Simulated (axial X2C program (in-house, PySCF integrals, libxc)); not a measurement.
# CdH: from the state search to constants

Aim: find the lowest determinant of CdH, scan the bond at several levels and fit the constants, once spin-free and once with spin–orbit coupling.

The runs use an in-house X2C program for linear molecules on PySCF integrals; all-electron X2C, Cd dyall-cv3z, H dyall-v3z.

All values are calculated.

## 1. The job

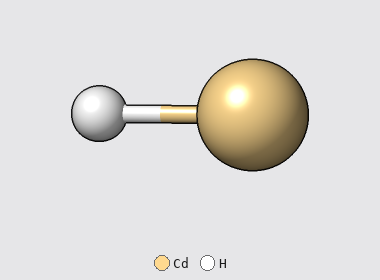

The two atoms at 1.680 Å (cadmium orange, hydrogen white).

Contents of task.json:

```json
{"zs": [48, 1], "q": 0, "bas": ["dyall-cv3z", "dyall-v3z"], "levels": ["PBE0", "HF", "BP86"], "cc": true, "r0": 1.68, "thr": -2.0, "nmax": 90, "npts": 10, "nst": 2, "ntry": 6}
```

Keys: zs atomic numbers; q charge; bas basis sets; levels methods (HF also brings MP2); cc coupled cluster on or off; r0 starting distance in Å; thr threshold in hartree for freezing inner shells (an s shell follows its p shell); nmax most natural virtual spinors; npts points asked for on the curve; nst determinants followed; ntry starts of the search.

Run with:

```sh
python so2c.py task.json out
```

Spin-free means the one-electron spin-free X2C Hamiltonian; two-component (2c) means X2C with spin–orbit coupling and atomic mean-field two-electron Coulomb and Gaunt terms. Basis: Cd dyall-cv3z contracted to [12s12p8d5f3g], H dyall-v3z contracted to [6s2p1d]; Gaussian nuclei, density fitting. Masses: Cd 113.903 u, H 1.008 u.

Notation: σ, π±, δ± give the projection m of an orbital's angular momentum (0, ±1, ±2), α and β its spin, Λ and M_S the sums; ω is the projection of a spinor's total angular momentum and Ω the sum. Logs are in hartree.

Further steps of the session: PBE0, spin-free; HF, spin-free; BP86, spin-free; Correlated methods, spin-free; PBE0, 2c; HF, 2c; BP86, 2c; Correlated methods, 2c.

What does the calculation give? Wanted: for each run, Hamiltonian; Re; ωe; De; μ.

**Answer**, as computed:

Lowest determinant that the search found at its distance, spin-free: M_S = 1/2, Λ = 0 (beyond closed shells: σα).

Lowest determinant that the search found at its distance, 2c: Ω = 1/2 (excess of +ω over −ω: ω = 1/2).

```
Hamiltonian    level  Re (Å)  ωe (cm⁻¹)  De (eV)  μ (D)
  spin-free     PBE0   1.767       1437    0.853  -0.71
  spin-free       HF   1.781       1494    0.662  -0.98
  spin-free      MP2   1.729       1546    0.504    n/a
  spin-free     CCSD   1.761       1471    0.775    n/a
  spin-free  CCSD(T)   1.762       1452    0.726    n/a
  spin-free     BP86   1.782       1356    0.901  -0.63
         2c     PBE0   1.767       1437    0.854  -0.71
         2c       HF   1.781       1494    0.662  -0.98
         2c      MP2   1.730       1546    0.503    n/a
         2c     CCSD   1.761       1470    0.774    n/a
         2c  CCSD(T)   1.763       1452    0.726    n/a
         2c     BP86   1.782       1356    0.902  -0.63
```

Dipoles are positive if H is the positive end.

At CCSD(T), going from spin-free to two-component changes Re by 0 mÅ, ωe by 0.0 %; the spin-free picture holds up (part of it comes from the scalar share of the two-electron terms). De moves by 0.00 eV; both De rest on single-determinant atoms, which can miss part of an open shell's spin–orbit lowering.

De refers to Cd + H, each in the lowest determinant found, which need not be this curve's own limit. Each curve is one determinant whose occupation by symmetry is held fixed; it was picked as the lowest of a PBE0 search that is not exhaustive. De is counted from the lowest determinant-based energies of the atoms at the same level, without counterpoise correction. Density functionals use the spin component along the axis (collinear). Coupled cluster ran in a truncated set of natural virtual spinors; the MP2 energy of the rest was added.
